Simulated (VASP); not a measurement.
Band structure of Al₂CdS₄ (space group I-4). Level of theory: PBEsol GGA, VASP's PBE PAW potentials (set 64) (plane waves; VASP 6.6.1).

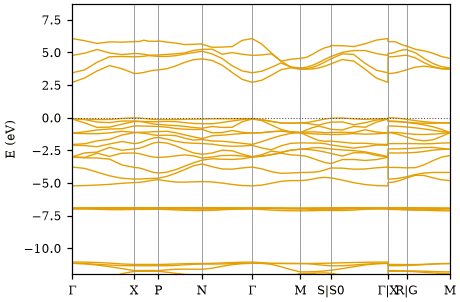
Fig. 1. Bands along high-symmetry lines, zero at the valence-band maximum or, without a gap, the Fermi level

Read the plot: is there a gap, and where are the band edges?

The gap is indirect, 2.71 eV, from the valence maximum at (-0.33, 0.33, 0.17) to the conduction minimum at Γ.

The structure comes from a computed database's Al2CdS4 entry (I-4); how it stands against other phases isn't given here. The cell was not relaxed at this level.
